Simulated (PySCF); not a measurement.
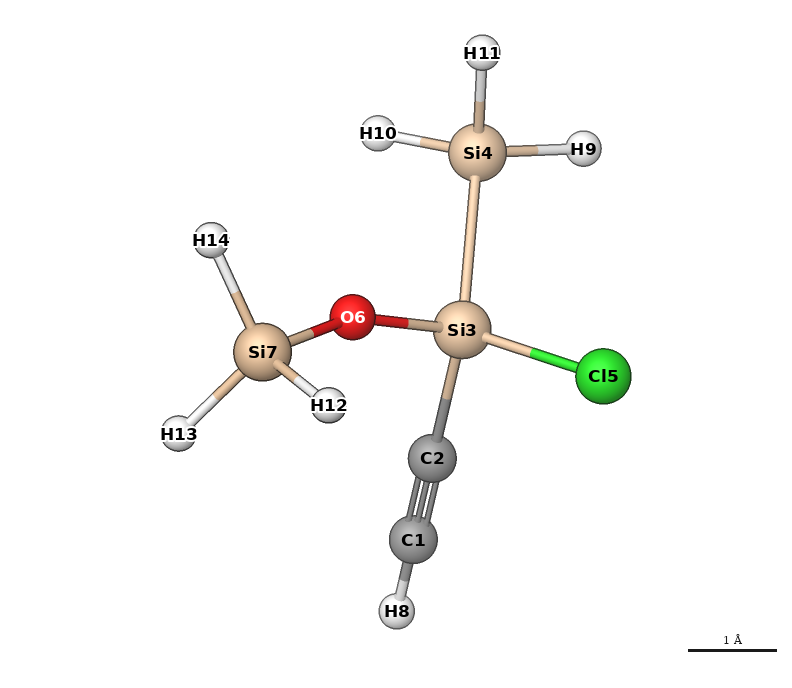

The view is orthographic, and the bar gives the scale. Computed geometry: GFN2-xTB optimisation. No frequency run is at hand to confirm it as a minimum.

Write Cartesian coordinates in Å in the frame of the picture: x to the right, y up, z towards the viewer, origin at the mean of the atomic positions.

```xyz
14
C2H7ClOSi3
C    0.18  -2.46  -1.91
C    0.40  -1.53  -1.18
Si   0.74  -0.05  -0.10
Si   0.92   1.98  -1.18
Cl   2.36  -0.59   1.01
O   -0.51   0.09   0.92
Si  -1.54  -0.31   2.11
H   -0.01  -3.28  -2.54
H    2.13   2.02  -2.00
H   -0.22   2.20  -2.07
H    0.97   3.12  -0.26
H   -0.79  -0.92   3.20
H   -2.51  -1.24   1.53
H   -2.13   0.97   2.48
```
